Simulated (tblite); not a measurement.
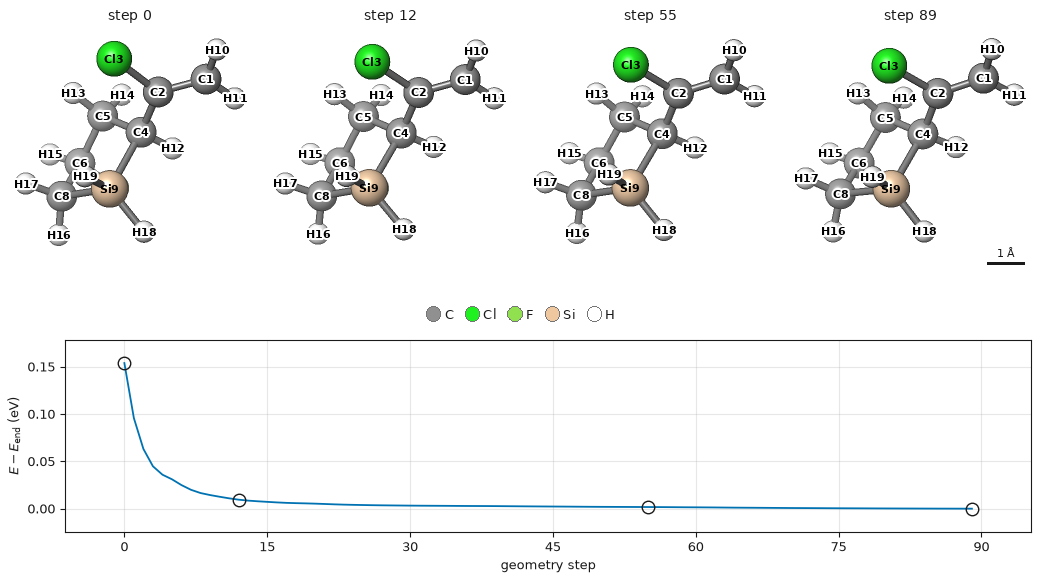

Frames of a relaxation of C6H10ClFSi, marked on the history of the run. The picture is a ball-and-stick view, seen from a free direction.

Level of theory: GFN2-xTB geometry optimisation, gas phase (tblite). 

Q: What happens along the run?

A: After 89 geometry steps the energy has fallen by 0.154 eV. The atom that moves furthest after the best rigid fit is the Cl atom (0.25 Å). By element the largest moves are Cl 0.25 Å, H 0.20 Å, F 0.12 Å, C 0.09 Å, Si 0.05 Å. Near-neighbour distances that change, for instance: C–Si 1.961 → 1.928 Å, H–Si 1.486 → 1.460 Å, C–C 1.348 → 1.322 Å, C–F 1.364 → 1.388 Å. Bond angles that change, for instance: Si–C–H 103.7° → 109.0°, Cl–C–C 118.6° → 114.3°, Si–C–H 110.8° → 114.3°. The run took 1.3 s on 1 thread of Arm Neoverse N1 (shared host). From step 0 to 12: the Cl atom moves most (0.12 Å), energy −0.144 eV. From step 12 to 55: the Cl atom moves most (0.09 Å), energy −0.008 eV. From step 55 to 89: H atoms move most (0.12 Å), energy −0.002 eV.

```tsv
step	E − E(0), eV
0	0.0000
1	-0.0582
2	-0.0907
3	-0.1091
4	-0.1180
5	-0.1228
6	-0.1290
7	-0.1339
8	-0.1373
9	-0.1395
10	-0.1413
14	-0.1461
18	-0.1480
22	-0.1493
27	-0.1503
31	-0.1507
35	-0.1510
39	-0.1512
43	-0.1515
47	-0.1517
52	-0.1520
56	-0.1522
60	-0.1525
64	-0.1528
68	-0.1530
72	-0.1533
77	-0.1535
81	-0.1537
85	-0.1538
89	-0.1539
```
